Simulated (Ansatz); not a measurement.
# Y3MnN, from a guessed structure to a relaxed one

Starting from a made-up structure for Y3MnN, the aim is the relaxed cell, its shortest contacts and, where a second run follows, its electronic structure.

Method: DFT, PBEsol, plane-wave PAW, files of the set soft_1, scalar-relativistic, ferromagnetic start, cell and ions relaxed at zero pressure; PAW set soft_1, in the first sound run; inputs show where later runs differ, in Ansatz 0.2.0.

## Step 1: Set-up

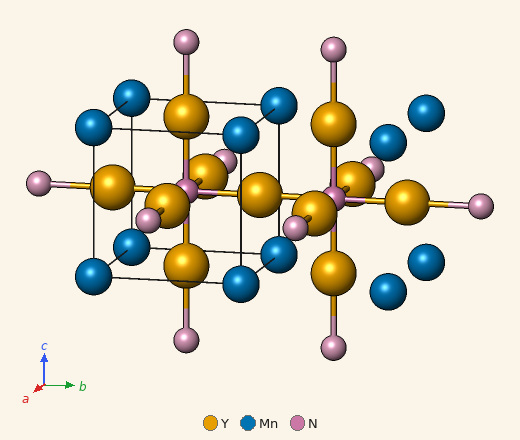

The cell as given, slightly off an axis (yttrium orange, manganese blue, nitrogen pink). 1×2×1 cells are drawn. Some periodic images of atoms are drawn too.

Structure file:

```cif
data_structure
_symmetry_space_group_name_H-M 'P 1'
_symmetry_Int_Tables_number 1
_cell_length_a 4.7240
_cell_length_b 4.7240
_cell_length_c 4.7240
_cell_angle_alpha 90.000
_cell_angle_beta 90.000
_cell_angle_gamma 90.000
_cell_volume 105.42
loop_
_atom_site_label
_atom_site_type_symbol
_atom_site_fract_x
_atom_site_fract_y
_atom_site_fract_z
_atom_site_occupancy
Y1 Y 0.50000 0.00000 0.50000 1
Y2 Y 0.00000 0.50000 0.50000 1
Y3 Y 0.50000 0.50000 0.00000 1
Mn4 Mn 0.00000 0.00000 0.00000 1
N5 N 0.50000 0.50000 0.50000 1
```

## Step 2: Relaxing cell and atoms

The guess takes its coordinates from another compound and its volume from a rule, so the cell and any free coordinates are relaxed together.

The input, input.yaml:

```yaml
crystal:
  lattice:
    - [4.724, 0.0, 0.0]
    - [0.0, 4.724, 0.0]
    - [0.0, 0.0, 4.724]
  atoms:
    - { symbol: "Y", position: [0.5, 0.0, 0.5] }
    - { symbol: "Y", position: [0.0, 0.5, 0.5] }
    - { symbol: "Y", position: [0.5, 0.5, 0.0] }
    - { symbol: Mn, position: [0.0, 0.0, 0.0], spin: 4.0 }
    - { symbol: "N", position: [0.5, 0.5, 0.5] }
magnetization:
  spin_polarized: true
kpoints:
  mp_grid: { grid: [6, 6, 6] }
scf:
  occupations: { method: fermi_dirac, width: 0.05 }
hamiltonian:
  xc: pbesol
  pseudopotentials: { kind: paw, azcp: { folder: soft_1 }, xc_functional: pbe }
relax:
  f_tol: 0.015
  max_steps: 70
  cell: {}
output:
  forces: true
  stress: true
```

Run with:

```console
> ansatz run input.yaml --threads 4 --pin off --max-ram 8192MiB --backend cpu --events-out ev --progress --plain --runs-dir out
```

Numbers of over 12 decimals in the logs are rounded to 6 here.

The log of the run:

```text
Engine: ansatz 0.2.0, aarch64-unknown-linux-gnu
Pseudopotentials: kind: paw
Pseudopotential: Y, paw, valence charge 11, recommended cutoff 420 eV (normal), soft_1/Y.paw.azcp
Pseudopotential: Mn, paw, valence charge 15, recommended cutoff 420 eV (normal), soft_1/Mn.paw.azcp
Pseudopotential: N, paw, valence charge 5, recommended cutoff 420 eV (normal), soft_1/N.paw.azcp
Functional definition: PBEsol
  exchange = pbesol_x
  correlation = pbesol_c
Crystal: 5 atoms, lattice volume = 105.422 Å³
Basis set: ecut = 420 eV, 2103 PW (Γ), exchange–correlation on 64×64×64 points (8 copies of the dense FFT grid, shifted against one another)
Bands: 35, of which v1, the nominal top of the filled ones, is band 27 counted from 1 (26 counted from 0)
Symmetry: 48 space group operations
Space group: Pm-3m (ITA 221), of the structure as read, at distance tolerance 4.7e-5 Å
Magnetic group: BNS 221.92 (UNI 1594), of the structure as read, at distance tolerance 4.7e-5 Å
k-points: 20 of 216
Non-local potential: Y, projectors of the file, l = 0: 3, l = 1: 2, l = 2: 2, l = 3: 1
Non-local potential: Mn, projectors of the file, l = 0: 3, l = 1: 2, l = 2: 3, l = 3: 1
Non-local potential: N, projectors of the file, l = 0: 2, l = 1: 2, l = 2: 1
PAW form: soft (Blöchl's): semilocal exchange-correlation on the pseudo side does not see the compensation charge
PAW frozen core: Y, regenerated for the run's functional, and the local potential with it (the file was generated under x = pbe(κ = 0.804, μ = 0.219515), c = pbe(β = 0.066725))
PAW frozen core: Mn, regenerated for the run's functional, and the local potential with it (the file was generated under x = pbe(κ = 0.804, μ = 0.219515), c = pbe(β = 0.066725))
PAW frozen core: N, regenerated for the run's functional, and the local potential with it (the file was generated under x = pbe(κ = 0.804, μ = 0.219515), c = pbe(β = 0.066725))
PAW one-centre angular grid: Y, 590 points (default); XC on 64 Gauss nodes
PAW one-centre angular grid: Mn, 590 points (default); XC on 64 Gauss nodes
PAW one-centre angular grid: N, 110 points (default); XC on 64 Gauss nodes
Initial density: superposition of atomic densities (chi_scale 0.1, normalization cell, long waves kept (reshape's long-wave potential 0.01 eV rms))
Starting moments: Σ|m| = 4 μB on 1 of 5 sites
Initial wavefunctions: pseudopotential atomic-orbital guess
Functional: x = pbesol(κ = 0.804, μ = 0.123457), c = pbesol(β = 0.046)
iter 1 solved again at ethr=1.78e-3 eV; its pass at ethr=3.10e-3 eV (dr2=9.43e-1 eV) is discarded
SCF iter   1: F=—  HF=-15635.205543 eV  |F-HF|=—  |Δ(HF+E_count)|=         —  Δρ=1.63e-2 (↑1.63e-2 ↓1.58e-2)  dr2=9.46e-1  dr2_m=1.28e-2  M=3.943 μB ∫|m|=4.529 μB  β_m=0.30  ethr=1.78e-3  ⟨swp⟩=1.0  Hψ=6674  notcnv=0
Mixer restart at iter 1: flushing history
preconditioner: auto → Kerker (q_TF=auto, 2.433 Å⁻¹)  [metal: Δε(μ)=0.007 eV  Ē_g=5.199 eV  σ=0.050 eV  W_gap=0.04  n_scr=26 (ndim 8)  ℏωp=16.6 eV  f_vac=0.000  D(μ)=7.44/eV (n_scr^D=80)]
spin=Collinear: Kerker preconditioning applied to the charge; magnetization (m = ρ↑ − ρ↓) channel mixes plain (no charge-response kernel on spin).
SCF iter   2: F=—  HF=-15635.002358 eV  |F-HF|=—  |Δ(HF+E_count)|=   2.03e-1  Δρ=9.42e-3 (↑9.42e-3 ↓9.10e-3)  dr2=1.85e-1  dr2_m=2.09e-2  M=3.975 μB ∫|m|=4.590 μB  β_m=0.37  ethr=1.78e-3  ⟨swp⟩=2.0  Hψ=1940  notcnv=0
SCF iter   3: F=—  HF=-15635.056930 eV  |F-HF|=—  |Δ(HF+E_count)|=         —  Δρ=8.19e-3 (↑8.19e-3 ↓5.67e-3)  dr2=9.63e-2  dr2_m=1.59e-2  M=4.014 μB ∫|m|=4.650 μB  β_m=0.37  ethr=3.48e-4  ⟨swp⟩=2.0  Hψ=1868  notcnv=0  defer=8
Mixer restart at iter 3: flushing history
SCF iter   4: F=—  HF=-15635.103469 eV  |F-HF|=—  |Δ(HF+E_count)|=   4.65e-2  Δρ=5.46e-3 (↑5.46e-3 ↓3.77e-3)  dr2=6.63e-2  dr2_m=3.22e-3  M=3.970 μB ∫|m|=4.653 μB  β_m=0.69  ethr=1.82e-4  ⟨swp⟩=2.0  Hψ=1668  notcnv=0  defer=20
SCF iter   5: F=—  HF=-15635.161525 eV  |F-HF|=—  |Δ(HF+E_count)|=   5.81e-2  Δρ=2.40e-3 (↑1.80e-3 ↓2.40e-3)  dr2=1.54e-2  dr2_m=2.79e-3  M=3.829 μB ∫|m|=4.656 μB  β_m=0.84  ethr=1.25e-4  ⟨swp⟩=2.4  Hψ=2060  notcnv=0  defer=23
SCF iter   6: F=—  HF=-15635.159714 eV  |F-HF|=—  |Δ(HF+E_count)|=   1.81e-3  Δρ=9.68e-4 (↑9.68e-4 ↓4.07e-4)  dr2=2.23e-3  dr2_m=1.95e-4  M=3.743 μB ∫|m|=4.685 μB  β_m=0.79  ethr=2.91e-5  ⟨swp⟩=2.0  Hψ=2365  notcnv=0  defer=28
SCF iter   7: F=—  HF=-15635.159259 eV  |F-HF|=—  |Δ(HF+E_count)|=   4.55e-4  Δρ=8.61e-4 (↑7.78e-4 ↓8.61e-4)  dr2=2.17e-3  dr2_m=6.55e-5  M=3.691 μB ∫|m|=4.703 μB  β_m=0.78  ethr=4.21e-6  ⟨swp⟩=2.0  Hψ=2843  notcnv=0  defer=27
SCF iter   8: F=—  HF=-15635.159856 eV  |F-HF|=—  |Δ(HF+E_count)|=   5.98e-4  Δρ=4.49e-4 (↑3.32e-4 ↓4.49e-4)  dr2=4.37e-4  dr2_m=4.63e-5  M=3.670 μB ∫|m|=4.715 μB  β_m=0.89  ethr=4.09e-6  ⟨swp⟩=1.9  Hψ=1635  notcnv=0  defer=28
SCF iter   9: F=—  HF=-15635.160167 eV  |F-HF|=—  |Δ(HF+E_count)|=   3.11e-4  Δρ=2.48e-4 (↑2.48e-4 ↓1.83e-4)  dr2=5.07e-5  dr2_m=3.38e-5  M=3.632 μB ∫|m|=4.728 μB  β_m=0.94  ethr=8.25e-7  ⟨swp⟩=2.0  Hψ=1812  notcnv=0  defer=30
SCF iter  10: F=—  HF=-15635.160399 eV  |F-HF|=—  |Δ(HF+E_count)|=   2.32e-4  Δρ=2.13e-4 (↑1.38e-4 ↓2.13e-4)  dr2=2.51e-5  dr2_m=2.60e-5  M=3.598 μB ∫|m|=4.740 μB  β_m=0.97  ethr=9.57e-8  ⟨swp⟩=2.5  Hψ=2323  notcnv=0  defer=30
SCF iter  11: F=—  HF=-15635.160595 eV  |F-HF|=—  |Δ(HF+E_count)|=   1.96e-4  Δρ=1.30e-4 (↑6.70e-5 ↓1.30e-4)  dr2=1.77e-5  dr2_m=7.42e-6  M=3.526 μB ∫|m|=4.762 μB  β_m=0.95  ethr=4.73e-8  ⟨swp⟩=2.0  Hψ=2481  notcnv=0  defer=30
SCF iter  12: F=—  HF=-15635.160621 eV  |F-HF|=—  |Δ(HF+E_count)|=   2.56e-5  Δρ=2.83e-5 (↑1.71e-5 ↓2.83e-5)  dr2=2.29e-6  dr2_m=1.03e-7  M=3.494 μB ∫|m|=4.772 μB  β_m=0.98  ethr=3.34e-8  ⟨swp⟩=2.0  Hψ=2245  notcnv=0  defer=30
SCF iter  13: F=—  HF=-15635.160621 eV  |F-HF|=—  |Δ(HF+E_count)|=   4.57e-7  Δρ=3.80e-6 (↑3.80e-6 ↓3.43e-6)  dr2=2.12e-8  dr2_m=1.07e-8  M=3.490 μB ∫|m|=4.773 μB  β_m=0.99  ethr=4.32e-9  ⟨swp⟩=2.0  Hψ=1800  notcnv=0  defer=30
SCF iter  14: F=-15635.160621 eV  HF=-15635.160621 eV  |F-HF|=1.92e-8  |Δ(HF+E_count)|=   2.82e-8  Δρ=2.83e-6 (↑1.53e-6 ↓2.83e-6)  dr2=2.21e-8  dr2_m=9.56e-10  M=3.489 μB ∫|m|=4.774 μB  ethr=4.00e-11  ⟨swp⟩=1.9  Hψ=4290  notcnv=0
SCF 1 converged in 14 iterations: F = -15635.160621 eV  dr2 = 2.21e-8
  greatest PAW one-centre occupation: 1.000 electrons in one spin orbital (limit 2), on the Mn atom at site 3 (counted from 0), in its partial waves of l = 0
[...]
SCF iter   2: F=—  HF=-15635.161224 eV  |F-HF|=—  |Δ(HF+E_count)|=   5.19e-5  Δρ=1.43e-4 (↑1.25e-4 ↓1.43e-4)  dr2=5.82e-5  dr2_m=1.41e-6  M=3.589 μB ∫|m|=4.770 μB  β_m=0.42  ethr=4.38e-7  ⟨swp⟩=2.0  Hψ=1829  notcnv=0
SCF iter   3: F=—  HF=-15635.161218 eV  |F-HF|=—  |Δ(HF+E_count)|=   5.40e-6  Δρ=8.76e-5 (↑8.51e-5 ↓8.76e-5)  dr2=3.57e-6  dr2_m=6.80e-6  M=3.587 μB ∫|m|=4.769 μB  β_m=0.67  ethr=1.10e-7  ⟨swp⟩=2.0  Hψ=1797  notcnv=0
SCF iter   4: F=—  HF=-15635.161227 eV  |F-HF|=—  |Δ(HF+E_count)|=   8.82e-6  Δρ=5.23e-5 (↑3.51e-5 ↓5.23e-5)  dr2=1.39e-6  dr2_m=1.76e-6  M=3.581 μB ∫|m|=4.770 μB  β_m=0.83  ethr=6.74e-9  ⟨swp⟩=2.5  Hψ=2559  notcnv=0
SCF iter   5: F=—  HF=-15635.161236 eV  |F-HF|=—  |Δ(HF+E_count)|=   8.58e-6  Δρ=3.34e-5 (↑3.34e-5 ↓3.12e-5)  dr2=2.93e-7  dr2_m=9.65e-7  M=3.573 μB ∫|m|=4.771 μB  β_m=0.92  ethr=2.63e-9  ⟨swp⟩=2.0  Hψ=2513  notcnv=0
SCF iter   6: F=—  HF=-15635.161239 eV  |F-HF|=—  |Δ(HF+E_count)|=   2.92e-6  Δρ=1.50e-5 (↑1.50e-5 ↓1.01e-5)  dr2=1.26e-7  dr2_m=1.20e-7  M=3.566 μB ∫|m|=4.772 μB  β_m=0.96  ethr=5.53e-10  ⟨swp⟩=2.3  Hψ=2577  notcnv=0
SCF iter   7: F=—  HF=-15635.161239 eV  |F-HF|=—  |Δ(HF+E_count)|=   5.40e-7  Δρ=1.30e-5 (↑1.30e-5 ↓1.00e-5)  dr2=1.58e-7  dr2_m=9.22e-8  M=3.564 μB ∫|m|=4.773 μB  β_m=0.98  ethr=2.38e-10  ⟨swp⟩=2.0  Hψ=2514  notcnv=0
SCF iter   8: F=-15635.161239 eV  HF=-15635.161239 eV  |F-HF|=3.84e-8  |Δ(HF+E_count)|=   3.25e-7  Δρ=8.91e-6 (↑7.19e-6 ↓8.91e-6)  dr2=6.90e-8  dr2_m=4.78e-8  M=3.562 μB ∫|m|=4.774 μB  ethr=2.38e-10  ⟨swp⟩=2.0  Hψ=4613  notcnv=0
SCF 3 converged in 8 iterations: F = -15635.161239 eV  dr2 = 6.90e-8
relax step   3: F+E_penalty+E_count = -15635.16123945 eV  Δ(F+E_penalty+E_count) = -5.160e-4 eV  max|allowed force component| = 3.208e-30 eV/Å  Δτ_max = 0.0000 Å  P = -0.000 GPa  Ω = 106.056 Å³  energy of the carried Pulay correction = -2.972e-4 eV  (8 SCF iters, dr2 threshold 1.95e-7 eV, accepted)
Initial wavefunctions: pseudopotential atomic-orbital guess (no wavefunctions were taken with the density)
iter 1 solved again at ethr=3.07e-8 eV; its pass at ethr=3.10e-3 eV (dr2=1.63e-5 eV) is discarded
SCF iter   1: F=—  HF=-15635.161606 eV  |F-HF|=—  |Δ(HF+E_count)|=         —  Δρ=1.40e-5 (↑1.16e-5 ↓1.40e-5)  dr2=5.45e-8  dr2_m=4.45e-8  M=3.562 μB ∫|m|=4.774 μB  β_m=0.65  ethr=3.07e-8  ⟨swp⟩=3.4  Hψ=8896  notcnv=0
preconditioner: auto → Kerker (q_TF=auto, 1.990 Å⁻¹)  [metal: Δε(μ)=0.002 eV  Ē_g=5.151 eV  σ=0.050 eV  W_gap=0.01  n_scr=18 (ndim 8)  ℏωp=16.5 eV  f_vac=0.000  D(μ)=7.77/eV (n_scr^D=80)]
spin=Collinear: Kerker preconditioning applied to the charge; magnetization (m = ρ↑ − ρ↓) channel mixes plain (no charge-response kernel on spin).
SCF iter   2: F=—  HF=-15635.161605 eV  |F-HF|=—  |Δ(HF+E_count)|=   7.06e-7  Δρ=8.21e-6 (↑7.00e-6 ↓8.21e-6)  dr2=2.14e-8  dr2_m=3.85e-8  M=3.562 μB ∫|m|=4.774 μB  β_m=0.65  ethr=1.03e-10  ⟨swp⟩=2.1  Hψ=2400  notcnv=0
SCF iter   3: F=—  HF=-15635.161606 eV  |F-HF|=—  |Δ(HF+E_count)|=   1.37e-7  Δρ=5.63e-6 (↑5.52e-6 ↓5.63e-6)  dr2=5.91e-9  dr2_m=2.65e-8  M=3.561 μB ∫|m|=4.774 μB  β_m=0.82  ethr=4.03e-11  ⟨swp⟩=2.0  Hψ=1831  notcnv=0
SCF iter   4: F=—  HF=-15635.161606 eV  |F-HF|=—  |Δ(HF+E_count)|=   1.78e-7  Δρ=4.11e-6 (↑3.75e-6 ↓4.11e-6)  dr2=1.34e-9  dr2_m=1.42e-8  M=3.560 μB ∫|m|=4.775 μB  β_m=0.91  ethr=1.12e-11  ⟨swp⟩=2.2  Hψ=2450  notcnv=0
SCF iter   5: F=—  HF=-15635.161606 eV  |F-HF|=—  |Δ(HF+E_count)|=   1.71e-7  Δρ=1.95e-6 (↑1.95e-6 ↓1.77e-6)  dr2=1.45e-9  dr2_m=3.10e-9  M=3.557 μB ∫|m|=4.776 μB  β_m=0.96  ethr=2.53e-12  ⟨swp⟩=3.0  Hψ=3341  notcnv=0
SCF iter   6: F=—  HF=-15635.161606 eV  |F-HF|=—  |Δ(HF+E_count)|=   5.47e-8  Δρ=1.53e-6 (↑6.44e-7 ↓1.53e-6)  dr2=3.19e-9  dr2_m=9.91e-10  M=3.557 μB ∫|m|=4.776 μB  β_m=0.98  ethr=2.53e-12  ⟨swp⟩=2.0  Hψ=2412  notcnv=0
SCF iter   7: F=—  HF=-15635.161606 eV  |F-HF|=—  |Δ(HF+E_count)|=   6.42e-9  Δρ=1.52e-6 (↑1.52e-6 ↓1.10e-6)  dr2=6.57e-10  dr2_m=1.52e-9  M=3.557 μB ∫|m|=4.776 μB  β_m=0.99  ethr=2.53e-12  ⟨swp⟩=2.0  Hψ=2510  notcnv=0
SCF iter   8: F=—  HF=-15635.161606 eV  |F-HF|=—  |Δ(HF+E_count)|=   1.30e-9  Δρ=4.80e-7 (↑4.80e-7 ↓4.77e-7)  dr2=8.92e-10  dr2_m=8.21e-12  M=3.557 μB ∫|m|=4.776 μB  β_m=0.99  ethr=1.24e-12  ⟨swp⟩=2.6  Hψ=2669  notcnv=0
SCF iter   9: F=—  HF=-15635.161606 eV  |F-HF|=—  |Δ(HF+E_count)|=   1.69e-9  Δρ=3.64e-8 (↑1.18e-8 ↓3.64e-8)  dr2=2.56e-12  dr2_m=3.17e-13  M=3.557 μB ∫|m|=4.776 μB  β_m=0.98  ethr=1.24e-12  ⟨swp⟩=2.0  Hψ=2513  notcnv=0
SCF iter  10: F=-15635.161606 eV  HF=-15635.161606 eV  |F-HF|=1.09e-11  |Δ(HF+E_count)|=  1.09e-11  Δρ=4.72e-8 (↑9.25e-9 ↓4.72e-8)  dr2=4.40e-12  dr2_m=3.99e-13  M=3.557 μB ∫|m|=4.776 μB  ethr=1.00e-12  ⟨swp⟩=2.0  Hψ=3294  notcnv=0
SCF 4 converged in 10 iterations: F = -15635.161606 eV  dr2 = 4.40e-12
relax step   4: F+E_penalty+E_count = -15635.16160591 eV  Δ(F+E_penalty+E_count) = -3.665e-4 eV  max|allowed force component| = 4.418e-30 eV/Å  Δτ_max = 0.0000 Å  P = +0.001 GPa  Ω = 106.056 Å³  stress off target by 9.75e-4 GPa  SCF on the basis re-selected at this cell (its energy is not comparable with the rows above)  (10 SCF iters)
basis re-selected at this cell: Δ(F+E_penalty+E_count) = -3.665e-4 eV, ΔP = +0.001 GPa vs the last step (what re-selecting the basis moved, of the pressure what is left beyond the Pulay correction that the steps carried, after the strain that the cell walked since its last selection, with what the two solves' SCF thresholds leave and, on support functions, any second-order correction that the steps lacked; it is no m [...]
SCF converged after 10 iterations
Magnetization: 3.5567 μB (28.2783 up, 24.7217 down)
Absolute magnetization: 4.7758 μB (∫|ρ↑−ρ↓|, with the PAW one-centre terms)
Spin contamination: 0.6610 ħ² per cell (⟨S²⟩ above its minimum at these occupations)
Per-site moments (μB) at R_I (Å): [(-0.061340, 0.976276), (-0.061340, 0.976276), (-0.061340, 0.976276), (4.040391, 1.380663), (0.010975, 0.976276)]
Free energy (F): -15635.161606 eV
Harris-Foulkes:  -15635.161606 eV  (|F-HF|=1.09e-11)
Internal energy: -15635.100411 eV  (E = F + TS)
E sigma→0 (E₀):  -15635.131009 eV
Entropy (-TS):   -0.061195 eV (-12.239 meV/atom)
Fermi energy:    11.284214 eV
--- Per-component energies (eV) ---
  E_band       = -567.101437
  E_kinetic    = 1394.019437
  E_local      = -4378.020675  (includes V_loc(G=0)·N_el)
  E_nonlocal   = 581.040255
  E_hartree    = 1575.960269
  E_xc         = -699.433221
  E_vxc        = -829.463168  (∫ρ·V_xc dr)
  E_paw        = -9712.235480  (= ΣΔE_a)
  E_vpaw       = -486.598932  (= ΣTr[D̂ρ^β])
  E_aug_tail   = 0.000993  (compensation charges beyond the density's cutoff)
  E_ewald      = -4397.076059
  E_core_change = 0.644069  (= ΣΔE_core)
  E_smearing   = -0.061195  (= −TS)
  E_closure    = 0.000000  (closes the sum)
  Σ components = -15635.161606   (vs F -15635.161606, Δ=0.00e0)
--- Forces (eV/Å), atoms counted from 1 ---
  atom   1  Y     -0.00000000     0.00000000    -0.00000000
  atom   2  Y     -0.00000000    -0.00000000    -0.00000000
  atom   3  Y     -0.00000000    -0.00000000     0.00000000
  atom   4  Mn    -0.00000000    -0.00000000     0.00000000
  atom   5  N      0.00000000     0.00000000    -0.00000000
  max |Σ_I F_I| component: 9.47e-30 eV/Å
--- Stress (GPa, compression-positive) ---
        0.000975      -0.000000      -0.000000
       -0.000000       0.000975       0.000000
       -0.000000       0.000000       0.000975
  P = ⅓ Tr σ = 0.0010 GPa (0.010 kbar)
--- Relaxed structure (3 steps of the walk, 3 accepted, 1 SCFs on fresh bases) ---
  F+E_penalty+E_count = -15635.16160591 eV   max|allowed force component| = 4.418e-30 eV/Å   (the final SCF, on the basis selected at the relaxed cell)
  cell:  # Å, volume = 106.0562 Å³
    - [4.733459, 0, 0]
    - [0, 4.733459, 0.0]
    - [0, 0.0, 4.733459]
  atoms:
    - { symbol: Y, position: [0.5, 0, 0.5] }
    - { symbol: Y, position: [0, 0.5, 0.5] }
    - { symbol: Y, position: [0.5, 0.5, 0] }
    - { symbol: Mn, position: [0, 0, 0] }
    - { symbol: N, position: [0.5, 0.5, 0.5] }
```

Run time: 14 s. Hardware: 4 threads of Arm Neoverse V1, shared host; peak memory 0.5 GiB.

Step by step:

| step | energy less that of the first step (eV) | largest force component (eV/Å) | pressure (GPa) | volume (Å³) |
| --- | --- | --- | --- | --- |
| 1 | 0.0000 | 0.0000 | 0.47 | 105.42 |
| 2 | -0.0001 | 0.0000 | -0.28 | 106.44 |
| 3 | -0.0006 | 0.0000 | 0.00 | 106.06 |
| 4* | -0.0010 | 0.0000 | 0.00 | 106.06 |

Relaxation steps marked * repeat the geometry before them on a plane-wave basis chosen anew for their cell, so energy and pressure can jump there.

The run keeps the 48 symmetry operations that it works with, so distortions that break them were not tested.

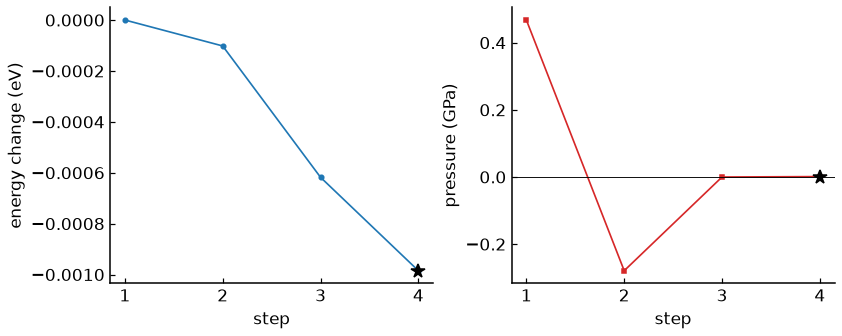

Energy and pressure along the relaxation. Stars mark steps on a basis chosen anew.

```
conventional cell, symmetrised  before  after  change
                         a (Å)   4.724  4.733  +0.2 %
                         b (Å)   4.724  4.733  +0.2 %
                         c (Å)   4.724  4.733  +0.2 %
              volume (Å³/atom)   21.08  21.21  +0.6 %
```

The relaxed structure:

```cif
data_structure
_symmetry_space_group_name_H-M 'P 1'
_symmetry_Int_Tables_number 1
_cell_length_a 4.7335
_cell_length_b 4.7335
_cell_length_c 4.7335
_cell_angle_alpha 90.000
_cell_angle_beta 90.000
_cell_angle_gamma 90.000
_cell_volume 106.06
loop_
_atom_site_label
_atom_site_type_symbol
_atom_site_fract_x
_atom_site_fract_y
_atom_site_fract_z
_atom_site_occupancy
Y1 Y 0.50000 0.00000 0.50000 1
Y2 Y 0.00000 0.50000 0.50000 1
Y3 Y 0.50000 0.50000 0.00000 1
Mn4 Mn 0.00000 0.00000 0.00000 1
N5 N 0.50000 0.50000 0.50000 1
```

This step gave:

```
free energy             : -15635.1616 eV
energy at zero smearing : -15635.1310 eV
smearing term TS        : 0.06119 eV
Fermi energy            : 11.28 eV
magnetization           : 3.557 μB
absolute magnetization  : 4.776 μB
site moments            : -0.06134, -0.06134, -0.06134, 4.040, 0.01097 μB
electrons               : 53
symmetry operations     : 48
pressure                : 9.75e-4 GPa
```

Site moment by atom:

```
atom  site moment (μB)
  Y1             -0.06
  Y2             -0.06
  Y3             -0.06
 Mn4              4.04
  N5              0.01
```

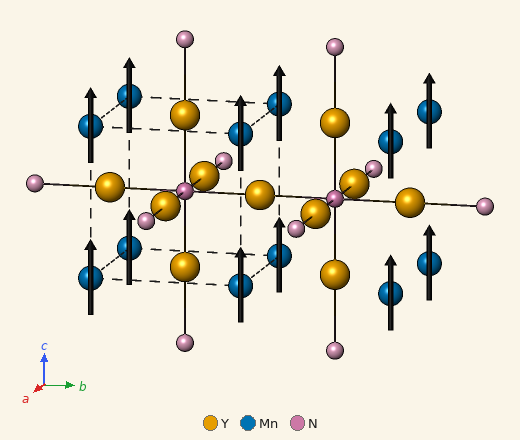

Site moment as arrows, the longest 4.04 μB. Up and down stand for the sign. Arrows give size and sign along the axis of quantisation, drawn up and down the page. 1×2×1 cells are drawn. Some periodic images of atoms are drawn too.

Shortest distances by pair of elements, guess and relaxed (not always the same contact):

```csv
pair,guess (Å),relaxed (Å)
N–Y,2.362,2.367
Y–Y,3.340,3.347
Mn–Y,3.340,3.347
Mn–N,4.091,4.099
Mn–Mn,4.724,4.733
```

(Part 1 of 2 ends here.)

[Logs are printed without paths, hosts, clocks, repeated set-up lines and the standing remarks that a program may print on its own settings, such as how far it seeks lower states.]

[Hosts, paths, dates, database ids (printed as entryN), source tags and the programs' standing remarks are cut or masked in the printed files.]
